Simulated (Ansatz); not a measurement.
**GaO3: what a guessed cell relaxes into**

Where does this trial cell of GaO3 go when cell and atoms are let free?

Computed with Ansatz 0.2.0 (DFT PBE, scalar-relativistic, plane waves, PAW, unless a step's input says otherwise).

1 further run of the same task is left out (it didn't finish).

### Step 1. The system as given

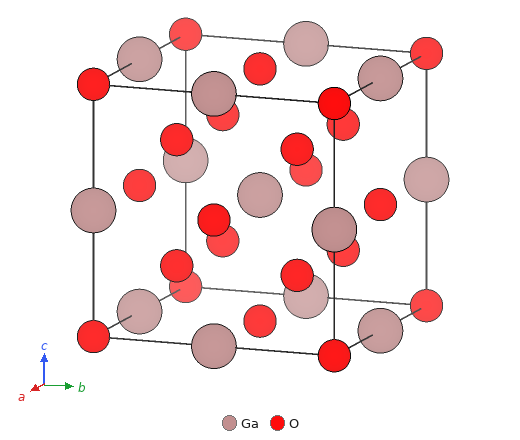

Start, viewed slightly off an axis; gallium pink, oxygen red. Atoms on the faces are drawn again on the opposite ones. The cell drawn here is the conventional one.

Structure file:

```xyz
4
Lattice="0.0000 3.0330 3.0330 3.0330 0.0000 3.0330 3.0330 3.0330 0.0000" Properties=species:S:1:pos:R:3 pbc="T T T"
Ga    3.0330    3.0330    3.0330
O     1.5165    1.5165    1.5165
O     0.0000    0.0000    0.0000
O     4.5495    4.5495    4.5495
```

The cell is invented: random cell by space group and Wyckoff sites (Fm-3m, No. 225). Its size is a rough estimate.

### Step 2. Probe: one point on a coarse mesh

input.yaml

```yaml
crystal:
  lattice:
    - [0.0, 3.03299974, 3.03299974]
    - [3.03299974, 0.0, 3.03299974]
    - [3.03299974, 3.03299974, 0.0]
  atoms:
    - { symbol: Ga, position: [0.5, 0.5, 0.5] }
    - { symbol: O, position: [0.25, 0.25, 0.25] }
    - { symbol: O, position: [0.0, 0.0, 0.0] }
    - { symbol: O, position: [0.75, 0.75, 0.75] }
basis:
  ecutwfc: 420
kpoints:
  mp_grid: { grid: [6, 6, 6] }
hamiltonian:
  xc: pbe
scf:
  occupations: { method: gaussian, width: 0.1 }
  lower_state_search: "off"
output:
  forces: true
  stress: true
  eigenvalues: true
```

On the command line:

```
ansatz run input.yaml --threads 1 --pin off --max-ram 2560MiB --backend cpu --events-out ev --progress --plain --runs-dir out
```

What it wrote, cut to the lines that bear on the results:

```text
[...]
SCF converged after 7 iterations
Free energy (F): -5473.393066 eV
[...]
E sigma→0 (E₀):  -5473.373349 eV
Entropy (-TS):   -0.039434 eV (-9.858 meV/atom)
Fermi energy:    2.815361 eV
[...]
--- Forces (eV/Å), atoms counted from 1 ---
  atom   1  Ga     0.00000000    -0.00000000     0.00000000
  atom   2  O      0.00000000    -0.00000000     0.00000000
  atom   3  O     -0.00000000     0.00000000    -0.00000000
  atom   4  O      0.00000000    -0.00000000     0.00000000
[...]
--- Stress (GPa, compression-positive) ---
      -24.491267      -0.000000      -0.000000
        0.000000     -24.491267      -0.000000
       -0.000000      -0.000000     -24.491267
  P = ⅓ Tr σ = -24.4913 GPa (-244.913 kbar)
--- Band table (eV; the first three rows and the last of 16) ---
  k-point 0: bands = ["-14.2635", "-12.6600", "-12.2932", "-11.2661", "-11.2661", "-11.2661", "-11.2519", "-11.2519", "1.1460", "1.2054", "1.2054", "1.2054", "1.2411", "1.2411", "1.2411", "2.5233", "2.5233", "2.5233", "10.0238", "10.0238"]
[...]
```

Wall time 2.7 s (1 thread of Intel Xeon at 2.50GHz (Skylake/Cascade Lake), shared host); peak memory 0.33 GiB.

From the probe: pressure -24.5 GPa, largest force 0.00 eV/Å, gap on this mesh none (metal). A guess like this is first relaxed loosely on the coarse mesh.

### Step 3. Spin check on a coarse mesh

input.yaml, as its differences from that of step 2:

```diff
@@ -7,5 +7,5 @@
     - { symbol: Ga, position: [0.5, 0.5, 0.5] }
-    - { symbol: O, position: [0.25, 0.25, 0.25] }
-    - { symbol: O, position: [0.0, 0.0, 0.0] }
-    - { symbol: O, position: [0.75, 0.75, 0.75] }
+    - { symbol: O, position: [0.25, 0.25, 0.25], spin: 1.0 }
+    - { symbol: O, position: [0.0, 0.0, 0.0], spin: 1.0 }
+    - { symbol: O, position: [0.75, 0.75, 0.75], spin: 1.0 }
 basis:
@@ -23 +23,4 @@
   eigenvalues: true
+  populations: true
+magnetization:
+  spin_polarized: true
```

On the command line:

```
ansatz run input.yaml --threads 1 --pin off --max-ram 2560MiB --backend cpu --events-out ev --progress --plain --runs-dir out
```

What it wrote, cut to the lines that bear on the results:

```text
[...]
SCF converged after 21 iterations
Magnetization: 3.1384 μB (17.0692 up, 13.9308 down)
Absolute magnetization: 3.3642 μB (∫|ρ↑−ρ↓|, with the PAW one-centre terms)
Spin contamination: 0.0459 ħ² per cell (⟨S²⟩ above its minimum at these occupations)
Per-site moments (μB) at R_I (Å): [(-0.05870661041788401, 1.0834951151110337), (0.7389178625702617, 1.083495115111034), (1.731712969809151, 1.083495115111034), (0.7389178625702619, 1.0834951151110337)]
Free energy (F): -5474.370286 eV
[...]
E sigma→0 (E₀):  -5474.363220 eV
Entropy (-TS):   -0.014131 eV (-3.533 meV/atom)
Fermi energy:    3.303353 eV
[...]
--- Forces (eV/Å), atoms counted from 1 ---
  atom   1  Ga     0.00000000    -0.00000000     0.00000000
  atom   2  O     -0.00000000    -0.00000000     0.00000000
  atom   3  O     -0.00000000     0.00000000    -0.00000000
  atom   4  O     -0.00000000     0.00000000     0.00000000
[...]
--- Stress (GPa, compression-positive) ---
      -22.076913       0.000000       0.000000
        0.000000     -22.076913      -0.000000
        0.000000       0.000000     -22.076913
  P = ⅓ Tr σ = -22.0769 GPa (-220.769 kbar)
--- Band table (eV; the first three rows and the last of 32) ---
  k-point 0 ↑: bands = ["-15.3453", "-13.2824", "-12.9816", "-11.1652", "-11.1652", "-11.1652", "-11.1504", "-11.1504", "-0.1399", "-0.1399", "-0.1399", "0.9390", "0.9390", "0.9390", "1.2209", "2.0114", "2.0114", "2.0114", "9.9898", "9.9898", "9.9898"]
[...]
--- Löwdin populations: 4 sites ---
  site symbol       q [e]    m [muB]
     0     Ga     12.2040    -0.1591
     1      O      6.3478     0.7626
     2      O      6.0484     1.7832
     3      O      6.3478     0.7626
  spilling = 0.001678 (of n_electrons = 31.000000)
```

Wall time 9.7 s (1 thread of Intel Xeon at 2.50GHz (Skylake/Cascade Lake), shared host); peak memory 0.34 GiB.

Site by site:

```tsv
atom	moment in the atom's sphere (μB)	Löwdin electrons
Ga1	-0.06	12.20
O2	0.74	6.35
O3	1.73	6.05
O4	0.74	6.35
```

The same cell is solved with trial moments on O. The largest site moment that stays is 1.73 μB and the cell's total 3.14 μB. The workflow keeps spin only above 0.25 μB on a site, so spin is kept from here on.

[end of part 1 of 2]
